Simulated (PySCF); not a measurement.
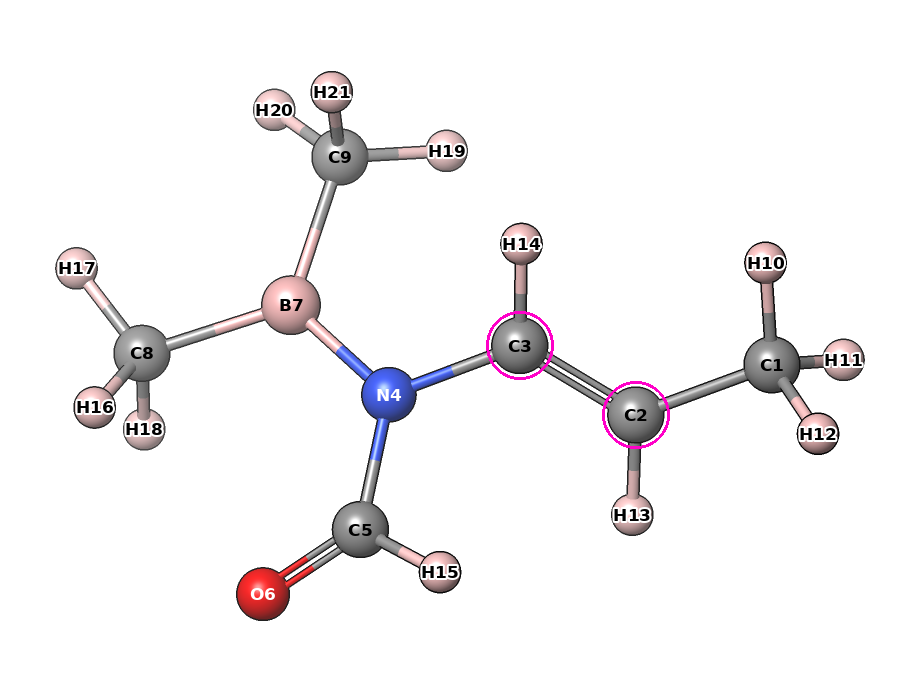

Depth is shown by fading: the farther an atom, the more it takes the colour of the background. Circles mark the stereogenic atoms. Computed geometry: PBE0-D3(BJ)/def2-SVP optimisation. No frequency run is at hand to confirm it as a minimum.

Give the R/S and E/Z labels.

C2=C3: E.
